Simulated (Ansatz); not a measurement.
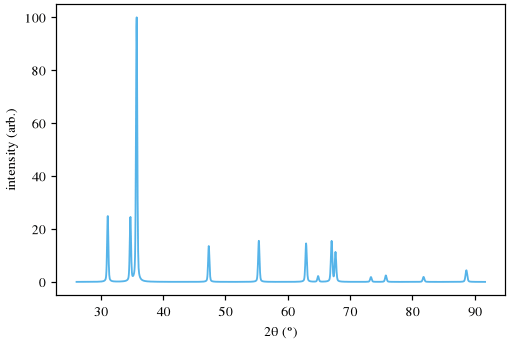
Simulated powder pattern, Cu Kα, λ = 1.54184 Å

The pattern belongs to a structure relaxed with plane-wave PAW PBE (Ansatz code).

**Question.** Pick the material that matches.
(A) Sc, hcp (Mg type)
(B) Zn, hcp (Mg type)
(C) Ru, hcp (Mg type)
(D) Hf, hcp (Mg type)

**Answer.** A, Sc, hcp (Mg type)

Space group P6_3/mmc (hcp (Mg type)). The cell was relaxed with PBE under the symmetry of its start. The workflow began spin-polarised and lost its moments.

Potentials: the earlier of the program's two PAW sets.
